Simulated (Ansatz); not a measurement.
Start from SiC (space group P6_3mc, No. 186; a = 3.058 Å, c = 10.012 Å). Axes: x lies along a and z along c of the hexagonal cell.

The change: the cell is compressed by 2.25 % along x with no lateral relaxation; the atoms relax in the strained cell.

The values are results of LDA (Ansatz, a first-principles code), without spin-orbit coupling, not measurements.

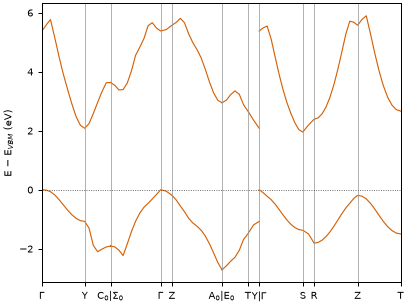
Figure. Highest valence and lowest conduction band along the path of the changed cell's own zone

Q: Read the changed gap and its character from the plot.

A: About 2.0 eV, indirect, Γ → S.

Whether these cells are dynamically stable was not tested. Labels are those of the standard path for the cell's own space group.
